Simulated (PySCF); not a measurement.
**C$_{2}$H$_{10}$B$_{3}$N: density, localisation and related maps**

The calculation's input:

```
{"job": {"kind": "nmr", "xc": "PBE0", "basis": "pcSseg-1", "pop": false}, "charge": 0, "multiplicity": 1}
B     -2.011513     0.595957     0.281473
B     -0.772411    -1.528012     1.097048
H     -1.540733    -0.481005     0.905616
B     -0.425369    -1.294087    -0.503415
N      0.642908    -0.414911    -0.743074
C      1.530767     0.335403    -0.745992
C      2.628801     1.242158    -0.681640
H     -1.832157     0.558572    -0.894550
H     -1.402360     1.469384     0.804243
H     -3.155430     0.482554     0.560095
H      0.004876    -1.209300     1.935874
H     -1.488239    -2.420984     1.397669
H     -0.897769    -1.799731    -1.443841
H      3.046194     1.424461    -1.673257
H      2.264439     2.186294    -0.273271
H      3.407996     0.853247    -0.022980
```

Launched as:

```sh
OMP_NUM_THREADS=1 python ens_run.py task.json out
```

Geometry: GFN2-xTB.

Theory: PBE0/pcSseg-1, SCF density, gas phase, non-relativistic in PySCF 2.14.0.

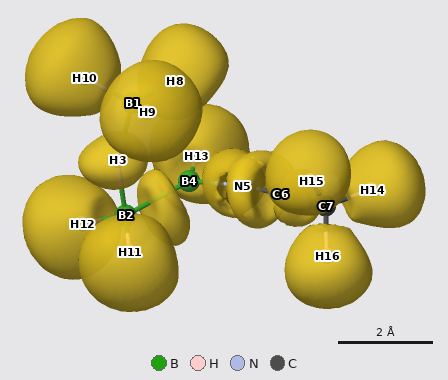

Figure 1. Isosurface of the ELF at 0.75 (yellow), seen at a tilt. Core shells and regions of very low density are left out.

Q: What do the ELF domains correspond to?

A: The ELF exceeds this value in one region between bonded B–B atoms (shared pairs), one region between bonded C–C atoms (shared pairs), ten regions around hydrogen nuclei and one region on N in which the atom's valence shell and bonds are merged. Profiles from the grid: C–N (1.16 Å): the ELF peaks at about 0.85 between the atoms: a short, multiple covalent bond. B–N (1.40 Å): the ELF peaks at about 0.95 between the atoms (a polar covalent bond).

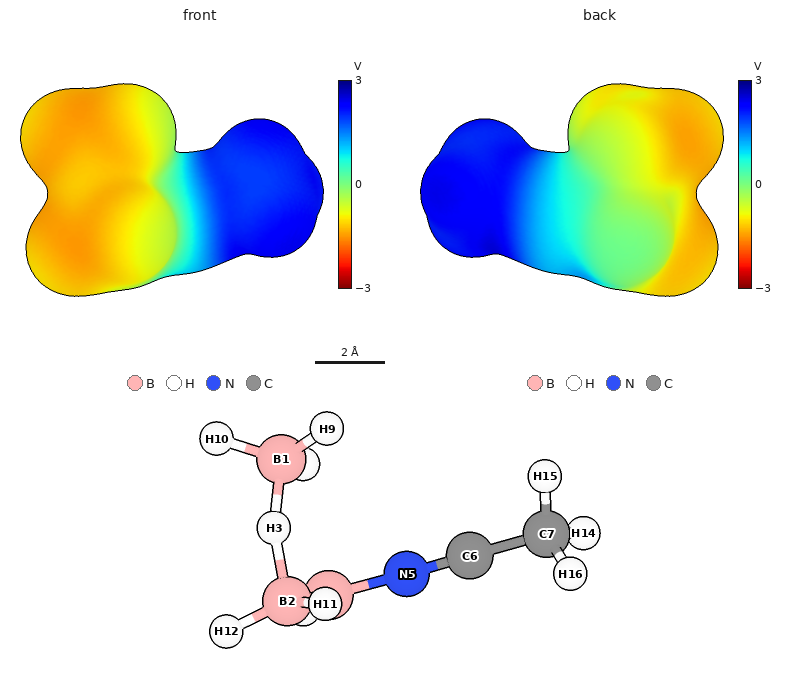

Figure 2. The molecular electrostatic potential painted on the density surface at 0.002 e/bohr³, seen from the front and from behind; red is negative and blue positive. The bare structure is drawn below in the same view.

Q: Describe the electrostatic potential map.

A: The most negative region (about −1.5 V, or −35 kcal/mol for a unit charge) lies over H9, the most positive (about +2.5 V, or +58 kcal/mol for a unit charge) over C6, C7 and H14.

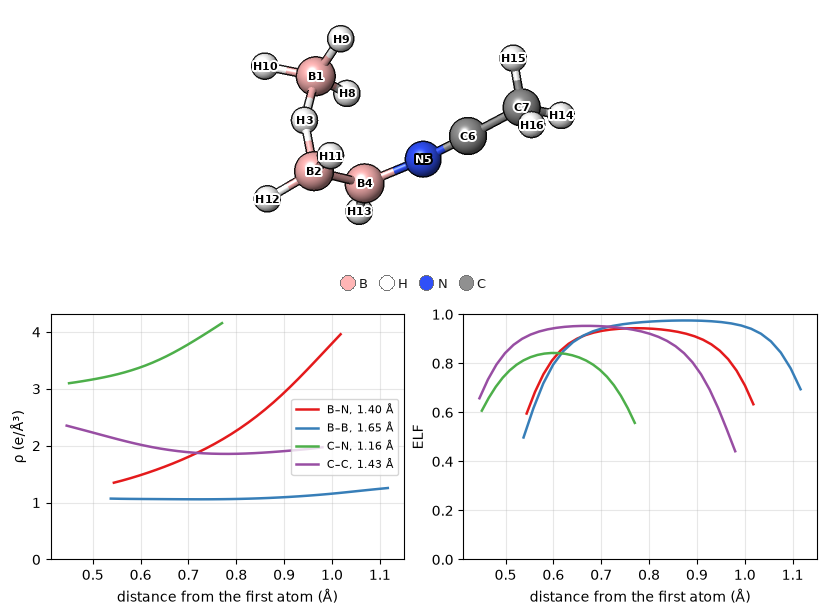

Figure 3. Total electron density and electron localisation function along straight lines between neighbouring atoms. The curves leave out the atomic cores. The structure is drawn too.

Q: What kind of bonding do the profiles show?

A: B–N (1.40 Å): the density is about 1.8 e/Å³ at the midpoint; the ELF peaks at about 0.95 between the atoms (a polar covalent bond).
B–B (1.65 Å): ρ is about 1.1 e/Å³ halfway; the ELF peaks at about 1 between the atoms; a covalent bond.
C–N (1.16 Å): ρ is about 3.3 e/Å³ halfway; the ELF peaks at about 0.85 between the atoms; a multiple bond.
C–C (1.43 Å): ρ is about 1.9 e/Å³ halfway; the ELF peaks at about 0.95 between the atoms; a covalent bond.
